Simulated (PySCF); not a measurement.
# C2H7NO2Si: geometry, spin-spin couplings

Wanted: the spin-spin couplings of C2H7NO2Si (`N[SiH]1OCCO1`), by calculation.

Computed with PySCF 2.14.0, with density-fitted response routines of our own, on a single molecule in the gas phase. Atoms are numbered from 0 throughout.

## 1. The starting structure

13 atoms, charge 0, multiplicity 1; geometry from: GFN2-xTB. The atoms were then displaced at random by about 0.01 Å, so the start is not that level's minimum.

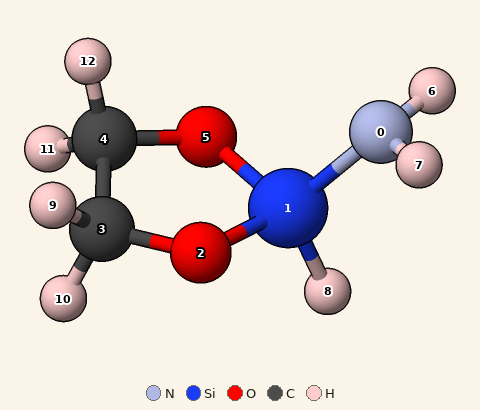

As it starts; nitrogen light blue, silicon blue, oxygen red, carbon dark grey, hydrogen pink, atoms numbered.

## 2. Geometry optimisation at PBE0-D3(BJ)/def2-SVP

What the job is given:

```
{"job": {"xc": "PBE0", "basis": "def2-SVP", "d3": "d3bj", "grid": 1, "shake": 0.01, "kind": "geom"}, "charge": 0, "multiplicity": 1}
N      2.102990     0.144780     1.030440
Si     1.019050     0.176920    -0.331980
O      0.107610    -1.192280    -0.311390
C     -1.201850    -0.889630    -0.377740
C     -1.429290     0.576430     0.024290
O     -0.211880     1.249950    -0.148110
H      2.613360     1.011350     1.200950
H      2.702450    -0.622930     1.122110
H      1.597570     0.411560    -1.631770
H     -1.782760    -1.569960     0.299300
H     -1.586900    -1.050590    -1.394530
H     -2.183140     1.071900    -0.571320
H     -1.741390     0.665610     1.079430
```

Started as:

```console
$ OMP_NUM_THREADS=1 python probes_run.py task.json out
```

This one command runs all jobs of the session in turn.

The log of the run:

```text
step   0  E = -574.46223028  max force = 0.055429
step   1  E = -574.47022350  max force = 0.015410
step   2  E = -574.47077587  max force = 0.005592
step   3  E = -574.47101988  max force = 0.002132
step   4  E = -574.47126639  max force = 0.005926
step   5  E = -574.47154594  max force = 0.009734
step   6  E = -574.47184353  max force = 0.009265
step   7  E = -574.47228610  max force = 0.003598
step   8  E = -574.47314679  max force = 0.011137
step   9  E = -574.47389900  max force = 0.017648
step  10  E = -574.47505504  max force = 0.021478
step  11  E = -574.47599938  max force = 0.007905
step  12  E = -574.47657240  max force = 0.003058
step  13  E = -574.47681598  max force = 0.002227
step  14  E = -574.47690795  max force = 0.002799
step  15  E = -574.47697042  max force = 0.001879
step  16  E = -574.47698898  max force = 0.000563
step  17  E = -574.47699480  max force = 0.000358
optimisation converged
```

Wall time 96 s (1 thread of Arm Neoverse V1, shared host); peak memory 0.52 GiB.

Step by step:

```csv
step,energy from step 0 (eV),largest force component (eV/Å)
0,0.0000,2.8503
1,-0.2175,0.7924
2,-0.2325,0.2876
3,-0.2392,0.1096
4,-0.2459,0.3047
5,-0.2535,0.5005
6,-0.2616,0.4764
7,-0.2736,0.1850
8,-0.2971,0.5727
9,-0.3175,0.9075
10,-0.3490,1.1044
11,-0.3747,0.4065
12,-0.3903,0.1572
13,-0.3969,0.1145
14,-0.3994,0.1439
15,-0.4011,0.0966
16,-0.4016,0.0290
17,-0.4018,0.0184
```

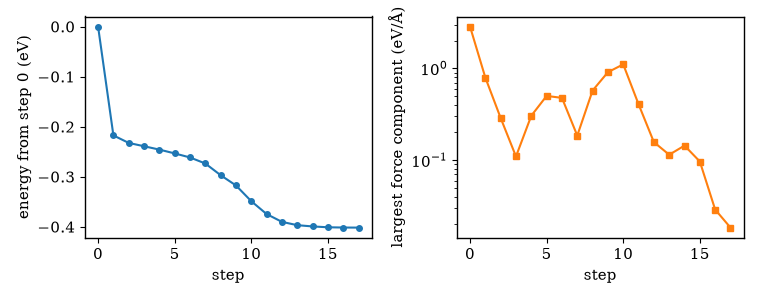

Energy and largest force along the relaxation.

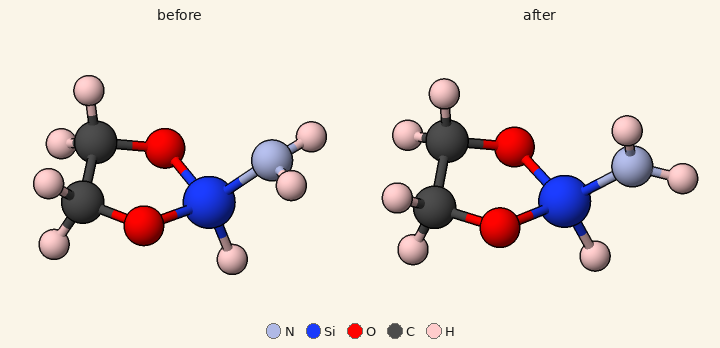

Before and after, at one scale.

Close pairs (by a distance rule), those that changed most:

```csv
bond,before (Å),after (Å),change (Å)
O2–C3,1.346,1.411,+0.065
N0–Si1,1.741,1.696,-0.045
Si1–H8,1.442,1.483,+0.041
Si1–O5,1.643,1.681,+0.038
Si1–O2,1.645,1.678,+0.033
N0–H7,0.978,1.012,+0.033
C4–H11,1.081,1.102,+0.021
C3–H9,1.122,1.102,-0.020
```

The next job starts from the end point, and lists it.

```csv
at the end point,value
point group (found at 0.08 Å tolerance),C1
"rotational constants (GHz, main isotopes)","5.715, 2.544, 2.063"
dipole moment (D),1.09
```

## 3. Indirect couplings: B3LYP/cc-pVTZ

What the job is given:

```
{"job": {"kind": "j", "xc": "B3LYP", "basis": "cc-pVTZ"}, "charge": 0, "multiplicity": 1}
N      1.696649    -0.049374     0.524567
Si     0.507371    -0.055131    -0.684298
O     -0.372522    -1.484427    -0.681800
C     -1.747565    -1.206921    -0.831674
C     -1.990011     0.188956    -0.240703
O     -0.826239     0.947682    -0.481213
H      2.641763     0.262816     0.347151
H      1.540476    -0.327873     1.484611
H      1.200110     0.276482    -1.952707
H     -2.341686    -1.978672    -0.316298
H     -2.024745    -1.227316    -1.903170
H     -2.861985     0.680221    -0.701953
H     -2.179499     0.120959     0.847892
```

Method: B3LYP/cc-pVTZ indirect spin-spin coupling, non-relativistic, gas phase.

The log of the run:

```text
coarse grid: 11376 points
cycle   1  E = -575.1730584720  dE =  8.497e-01  |g| = 1.067e+00  |ddm| = 7.178e+00
cycle   2  E = -574.8121770624  dE =  3.609e-01  |g| = 1.757e+00  |ddm| = 3.579e+00
cycle   3  E = -575.3687447352  dE = -5.566e-01  |g| = 1.248e-01  |ddm| = 2.423e+00
cycle   4  E = -575.3705830323  dE = -1.838e-03  |g| = 7.562e-02  |ddm| = 2.274e-01
cycle   5  E = -575.3716638482  dE = -1.081e-03  |g| = 1.388e-02  |ddm| = 1.050e-01
cycle   6  E = -575.3717014238  dE = -3.758e-05  |g| = 3.080e-03  |ddm| = 2.140e-02
cycle   7  E = -575.3717034748  dE = -2.051e-06  |g| = 7.732e-04  |ddm| = 5.732e-03
final grid: 105360 points
cycle   8  E = -575.3657562551  dE = -5.969e-05  |g| = 7.163e-03  |ddm| = 7.643e-02
cycle   9  E = -575.3657445643  dE =  1.169e-05  |g| = 1.066e-02  |ddm| = 2.344e-02
cycle  10  E = -575.3657662910  dE = -2.173e-05  |g| = 1.045e-03  |ddm| = 1.325e-02
cycle  11  E = -575.3657664899  dE = -1.989e-07  |g| = 2.967e-04  |ddm| = 1.965e-03
cycle  12  E = -575.3657665071  dE = -1.721e-08  |g| = 5.808e-05  |ddm| = 4.498e-04
cycle  13  E = -575.3657665077  dE = -5.349e-10  |g| = 2.921e-05  |ddm| = 1.126e-04
converged SCF energy = -575.3657665077

Indirect spin-spin couplings (Hz)
  i      j    bonds     total        FC       PSO       DSO        SD
  0 N    1 Si   1     23.298    26.594    -3.599     0.049     0.253
  0 N    2 O    2      2.326     2.479    -0.183    -0.006     0.036
  0 N    3 C    3     -0.156    -0.196    -0.012     0.038     0.013
  0 N    4 C    3     -0.007    -0.044    -0.002     0.029     0.011
  0 N    5 O    2      0.354     0.372    -0.090    -0.012     0.084
  0 N    6 H    1    -73.178   -69.252    -3.228    -0.313    -0.386
  0 N    7 H    1    -71.650   -67.800    -3.169    -0.320    -0.360
  0 N    8 H    2    -16.343   -16.549     0.114     0.087     0.005
  0 N   10 H    4     -0.284    -0.370    -0.093     0.175     0.004
  0 N   11 H    4     -0.214    -0.278    -0.100     0.164     0.000
  1 Si   2 O    1    -21.024   -14.671    -7.094     0.077     0.664
  1 Si   3 C    2     -2.638    -2.980     0.322     0.003     0.017
  1 Si   4 C    2     -1.596    -1.992     0.367     0.006     0.023
  1 Si   5 O    1    -25.021   -18.903    -6.840     0.076     0.646
  1 Si   6 H    2     -9.485   -10.918     1.000     0.304     0.129
  1 Si   7 H    2      0.428    -0.824     0.788     0.318     0.147
  1 Si   8 H    1   -224.291  -225.017     1.296    -0.507    -0.063
  1 Si   9 H    3     -9.767    -9.826    -0.287     0.364    -0.018
  1 Si  10 H    3      0.329     0.083     0.089     0.121     0.037
  1 Si  11 H    3     -9.000    -9.086    -0.251     0.352    -0.014
  1 Si  12 H    3      0.480     0.236     0.037     0.155     0.052
  2 O    3 C    1     23.674    24.381    -0.555    -0.153         -
  2 O    4 C    2     -0.213    -0.529     0.333    -0.018         -
  2 O    6 H    3     -1.701    -1.882    -0.084     0.265         -
  2 O    7 H    3      0.726     0.641     0.059     0.025         -
  2 O    8 H    2     -7.504    -7.841     0.165     0.172         -
  2 O    9 H    2     -8.157    -7.487    -0.709     0.038         -
  2 O   10 H    2     -3.775    -3.181    -0.638     0.044         -
  2 O   11 H    3     -0.776    -0.928    -0.102     0.254         -
  2 O   12 H    3     -0.079     0.000    -0.135     0.056         -
  3 C    4 C    1     24.672    24.835    -0.437     0.274         -
  3 C    5 O    2     -0.438    -0.656     0.236    -0.017         -
  3 C    7 H    4     -0.183    -0.111     0.160    -0.232         -
  3 C    8 H    3      0.462     0.636     0.138    -0.312         -
  3 C    9 H    1    136.022   134.782     0.235     1.004         -
  3 C   10 H    1    130.479   129.163     0.266     1.051         -
  3 C   11 H    2      1.554     1.583     0.005    -0.034         -
  3 C   12 H    2     -1.126    -1.022    -0.099    -0.006         -
  4 C    5 O    1     23.594    24.291    -0.544    -0.153         -
  4 C    6 H    4     -0.159    -0.019     0.313    -0.452         -
  4 C    8 H    3      1.173     1.384     0.234    -0.444         -
  4 C    9 H    2      1.926     1.965    -0.003    -0.035         -
  4 C   10 H    2     -1.303    -1.203    -0.092    -0.008         -
  4 C   11 H    1    136.523   135.281     0.238     1.003         -
  4 C   12 H    1    130.487   129.165     0.267     1.055         -
  5 O    6 H    3      0.180     0.012    -0.064     0.232         -
  5 O    7 H    3      0.823     0.685     0.030     0.107         -
  5 O    8 H    2    -15.954   -16.264     0.201     0.109         -
  5 O    9 H    3     -1.284    -1.429    -0.109     0.254         -
  5 O   10 H    3     -0.583    -0.478    -0.167     0.062         -
  5 O   11 H    2     -7.793    -7.130    -0.706     0.043         -
  5 O   12 H    2     -4.526    -3.888    -0.678     0.040         -
  6 H    7 H    2     -6.149    -7.094     6.006    -5.061         -
  6 H    8 H    3     -0.092    -0.122    -0.087     0.117         -
  6 H    9 H    5     -0.395    -0.027     1.200    -1.568         -
  6 H   10 H    5     -0.182     0.281     1.122    -1.585         -
  6 H   11 H    5     -0.448    -0.053     1.221    -1.615         -
  6 H   12 H    5     -0.355    -0.029     1.019    -1.345         -
  7 H    8 H    3      9.003    10.062     1.943    -3.002         -
  7 H    9 H    5     -0.159    -0.034     0.434    -0.559         -
  7 H   10 H    5     -0.340     0.037     1.146    -1.524         -
  7 H   11 H    5     -0.322    -0.047     0.990    -1.265         -
  8 H    9 H    4     -0.628    -0.048     1.325    -1.905         -
  8 H   10 H    4     -0.382    -0.251     0.055    -0.186         -
  8 H   11 H    4     -0.604    -0.210     0.918    -1.312         -
  8 H   12 H    4     -0.341     0.468     1.340    -2.148         -
  9 H   10 H    2     -8.812    -8.791     1.854    -1.874         -
  9 H   11 H    3      0.495     0.589     0.968    -1.062         -
  9 H   12 H    3      5.663     5.453    -0.173     0.383         -
 10 H   11 H    3      5.929     5.716    -0.165     0.377         -
 10 H   12 H    3     10.392    10.794     2.048    -2.451         -
 11 H   12 H    2     -8.386    -8.366     1.841    -1.862         -
```

It took 47 s on 1 thread of Arm Neoverse V1, shared host; peak memory 1 GiB.

This basis has no tight s functions, so the Fermi-contact terms are rough.

Couplings of 1 Hz or more, nine at most for each number of bonds, with means over like pairs (isotopes 13C, 1H, 15N, 17O, 29Si):

```csv
pair,bonds,J (Hz),Fermi contact (Hz),dihedral (°)
Si1–H8,1,-224.3,-225.0,–
C3–H10,1,133.5,132.2,–
C3–H9,1,133.3,132.0,–
N0–H6,1,-72.4,-68.5,–
C3–C4,1,24.7,24.8,–
O2–C3,1,23.6,24.3,–
N0–Si1,1,23.3,26.6,–
Si1–O2,1,-23.0,-16.8,–
N0–H8,2,-16.3,-16.5,–
O2–H8,2,-11.7,-12.1,–
H9–H10,2,-8.6,-8.6,–
O2–H9,2,-6.3,-5.7,–
H6–H7,2,-6.1,-7.1,–
O2–H10,2,-5.8,-5.2,–
Si1–H6,2,-4.5,-5.9,–
Si1–C3,2,-2.1,-2.5,–
N0–O2,2,1.3,1.4,–
H10–H11,3,5.9,5.7,34
H9–H12,3,5.7,5.5,34
H9–H11,3,5.4,5.7,–
Si1–H9,3,-4.6,-4.8,–
H6–H8,3,4.5,5.0,–
Si1–H10,3,-4.3,-4.5,–
```

The spin-dipole term was solved for some atoms only; pairs without it lack that part.

The response was solved for the nuclei of C, H, N, Si alone, so couplings that need other nuclei can be missing.

Quadrupole couplings from the field gradients of the same density:

```csv
atom,isotope,eQq/h (MHz),η
O5,17O,-9.706,0.44
O2,17O,-9.519,0.43
N0,14N,-4.388,0.35
```

## 4. J couplings: B3LYP/6-31G*

The job, as its differences from that of step 3:

```diff
@@ -1,2 +1,2 @@
-{"job": {"kind": "j", "xc": "B3LYP", "basis": "cc-pVTZ"}, "charge": 0, "multiplicity": 1}
+{"job": {"kind": "j", "xc": "B3LYP", "basis": "6-31G*"}, "charge": 0, "multiplicity": 1}
 N      1.696649    -0.049374     0.524567
```

With the program's defaults for keys left out, this is: B3LYP/6-31G* indirect spin-spin coupling, non-relativistic, gas phase.

The log of the run:

```text
coarse grid: 11376 points
cycle   1  E = -575.0748357520  dE =  8.753e-01  |g| = 9.924e-01  |ddm| = 3.329e+00
cycle   2  E = -574.7898135010  dE =  2.850e-01  |g| = 1.565e+00  |ddm| = 2.180e+00
cycle   3  E = -575.2625937226  dE = -4.728e-01  |g| = 9.947e-02  |ddm| = 1.462e+00
cycle   4  E = -575.2638939469  dE = -1.300e-03  |g| = 5.936e-02  |ddm| = 1.047e-01
cycle   5  E = -575.2646357380  dE = -7.418e-04  |g| = 1.039e-02  |ddm| = 4.805e-02
cycle   6  E = -575.2646587798  dE = -2.304e-05  |g| = 3.035e-03  |ddm| = 1.044e-02
cycle   7  E = -575.2646609918  dE = -2.212e-06  |g| = 3.120e-04  |ddm| = 2.891e-03
final grid: 105360 points
cycle   8  E = -575.2019352363  dE = -1.445e-05  |g| = 5.655e-03  |ddm| = 1.414e-02
cycle   9  E = -575.2019287349  dE =  6.501e-06  |g| = 8.026e-03  |ddm| = 1.048e-02
cycle  10  E = -575.2019425549  dE = -1.382e-05  |g| = 8.110e-04  |ddm| = 5.835e-03
cycle  11  E = -575.2019426980  dE = -1.432e-07  |g| = 1.462e-04  |ddm| = 8.834e-04
cycle  12  E = -575.2019427022  dE = -4.143e-09  |g| = 3.978e-05  |ddm| = 1.553e-04
cycle  13  E = -575.2019427025  dE = -3.042e-10  |g| = 1.642e-05  |ddm| = 4.601e-05
converged SCF energy = -575.2019427025

Indirect spin-spin couplings (Hz)
  i      j    bonds     total        FC       PSO       DSO        SD
  0 N    1 Si   1     29.170    31.825    -2.924     0.050     0.220
  0 N    2 O    2      2.805     2.944    -0.161    -0.006     0.029
  0 N    3 C    3     -0.242    -0.284    -0.008     0.038     0.012
  0 N    4 C    3      0.039     0.001    -0.001     0.029     0.010
  0 N    5 O    2      1.332     1.356    -0.084    -0.012     0.071
  0 N    6 H    1    -80.792   -77.449    -2.649    -0.360    -0.335
  0 N    7 H    1    -79.971   -76.713    -2.567    -0.367    -0.324
  0 N    8 H    2    -15.753   -15.963     0.116     0.084     0.010
  0 N   10 H    4     -0.230    -0.344    -0.064     0.174     0.004
  0 N   11 H    4     -0.257    -0.349    -0.071     0.163    -0.001
  1 Si   2 O    1    -13.694    -8.316    -5.971     0.079     0.514
  1 Si   3 C    2     -1.759    -2.070     0.291     0.003     0.017
  1 Si   4 C    2     -0.935    -1.298     0.336     0.005     0.022
  1 Si   5 O    1    -16.762   -11.553    -5.784     0.079     0.497
  1 Si   6 H    2     -7.796    -9.118     0.944     0.293     0.086
  1 Si   7 H    2      0.529    -0.891     1.006     0.308     0.106
  1 Si   8 H    1   -243.249  -243.126     0.881    -0.536    -0.468
  1 Si   9 H    3     -8.244    -8.429    -0.161     0.361    -0.015
  1 Si  10 H    3      0.274     0.036     0.080     0.118     0.040
  1 Si  11 H    3     -7.914    -8.091    -0.159     0.348    -0.013
  1 Si  12 H    3      0.572     0.208     0.158     0.152     0.055
  2 O    3 C    1     11.763    12.492    -0.569    -0.160         -
  2 O    4 C    2     -0.684    -0.948     0.284    -0.020         -
  2 O    6 H    3     -1.503    -1.707    -0.058     0.262         -
  2 O    7 H    3      0.793     0.709     0.060     0.024         -
  2 O    8 H    2     -7.487    -7.804     0.152     0.165         -
  2 O    9 H    2     -8.901    -8.339    -0.589     0.027         -
  2 O   10 H    2     -4.974    -4.490    -0.514     0.030         -
  2 O   11 H    3     -0.881    -1.060    -0.067     0.246         -
  2 O   12 H    3     -0.061     0.014    -0.123     0.048         -
  3 C    4 C    1     45.234    45.304    -0.343     0.274         -
  3 C    5 O    2     -0.909    -1.093     0.203    -0.019         -
  3 C    6 H    4     -0.162     0.078     0.238    -0.478         -
  3 C    7 H    4     -0.230    -0.115     0.114    -0.229         -
  3 C    8 H    3      0.432     0.654     0.085    -0.307         -
  3 C    9 H    1    158.332   157.287    -0.021     1.065         -
  3 C   10 H    1    157.473   156.348     0.019     1.107         -
  3 C   11 H    2      1.463     1.445     0.044    -0.026         -
  3 C   12 H    2     -0.752    -0.699    -0.057     0.004         -
  4 C    5 O    1     11.516    12.220    -0.544    -0.160         -
  4 C    6 H    4     -0.211     0.017     0.220    -0.448         -
  4 C    7 H    4     -0.155    -0.074     0.040    -0.121         -
  4 C    8 H    3      1.190     1.469     0.160    -0.439         -
  4 C    9 H    2      1.846     1.838     0.035    -0.028         -
  4 C   10 H    2     -0.954    -0.904    -0.051     0.001         -
  4 C   11 H    1    159.100   158.051    -0.015     1.064         -
  4 C   12 H    1    157.215   156.083     0.021     1.111         -
  5 O    6 H    3      0.181     0.000    -0.049     0.229         -
  5 O    7 H    3      0.911     0.770     0.037     0.104         -
  5 O    8 H    2    -14.580   -14.851     0.167     0.104         -
  5 O    9 H    3     -1.367    -1.544    -0.069     0.246         -
  5 O   10 H    3     -0.518    -0.423    -0.149     0.054         -
  5 O   11 H    2     -8.584    -8.033    -0.582     0.031         -
  5 O   12 H    2     -5.724    -5.205    -0.545     0.027         -
  6 H    7 H    2     -6.944    -6.095     4.012    -4.860         -
  6 H    8 H    3     -0.267    -0.135    -0.284     0.151         -
  6 H    9 H    5     -0.761    -0.041     0.833    -1.553         -
  6 H   10 H    5     -0.497     0.307     0.767    -1.571         -
  6 H   11 H    5     -0.771    -0.020     0.849    -1.600         -
  6 H   12 H    5     -0.663    -0.025     0.691    -1.330         -
  7 H    8 H    3      9.100    10.799     1.258    -2.958         -
  7 H    9 H    5     -0.316    -0.034     0.270    -0.552         -
  7 H   10 H    5     -0.668     0.046     0.796    -1.510         -
  7 H   11 H    5     -0.626    -0.054     0.680    -1.252         -
  7 H   12 H    5      0.163     0.048    -0.341     0.456         -
  8 H    9 H    4     -0.935     0.049     0.899    -1.884         -
  8 H   10 H    4     -0.396    -0.166    -0.058    -0.173         -
  8 H   11 H    4     -0.970    -0.272     0.597    -1.294         -
  8 H   12 H    4     -0.612     0.623     0.891    -2.126         -
  9 H   10 H    2    -11.446   -10.680     0.983    -1.749         -
  9 H   11 H    3      0.128     0.605     0.539    -1.016         -
  9 H   12 H    3      5.611     5.523    -0.340     0.427         -
 10 H   11 H    3      5.921     5.831    -0.331     0.421         -
 10 H   12 H    3     10.101    11.099     1.405    -2.403         -
 11 H   12 H    2    -11.045   -10.283     0.975    -1.737         -
```

Wall time 11 s (1 thread of Arm Neoverse V1, shared host); peak memory 0.62 GiB.

The basis is not made for couplings: without tight functions at the nuclei these values are rough.

Key values: J(Si1,H8) -243.2 Hz, J(C3,H10) 158.3 Hz, J(C3,H9) 157.8 Hz (means over like pairs).

## 5. Side by side: spin-spin couplings

Couplings (Hz), each a mean over the pairs like the one named, with basis size and wall time:

```csv
run,Si1–H8,C3–H10,C3–H9,N0–H6,C3–C4,O2–C3,N0–Si1,functions,time
B3LYP/cc-pVTZ,-224.3,133.5,133.3,-72.4,24.7,23.6,23.3,282,47 s
B3LYP/6-31G*,-243.2,158.3,157.8,-80.4,45.2,11.6,29.2,102,11 s
```

## 6. Summary of results

| quantity | value |
| --- | --- |
| point group | C1 |
| rotational constants (main isotopes) | 5.71, 2.54, 2.06 GHz |
| largest coupling of the table (B3LYP/cc-pVTZ) | 1J(Si,H) Si1–H8, -224.3 Hz |
| range of J(Si1,H8), mean over like pairs | -243.2 to -224.3 Hz |

**Reading.** Relaxing lowered the energy by 0.402 eV in 17 steps; the close pair that moved most is O2–C3, from 1.346 to 1.411 Å. In the run at B3LYP/cc-pVTZ, the largest coupling of the table is Si1–H8, -224.3 Hz, of which the Fermi-contact term gives -225.0 Hz. Couplings across rotatable bonds belong to this one conformer; where others are populated, the observed values are averages. The coupling Si1–H8, as a mean over pairs of its kind, runs from -243.2 Hz (B3LYP/6-31G*) to -224.3 Hz (B3LYP/cc-pVTZ). Couplings from bases without tight functions are rough.
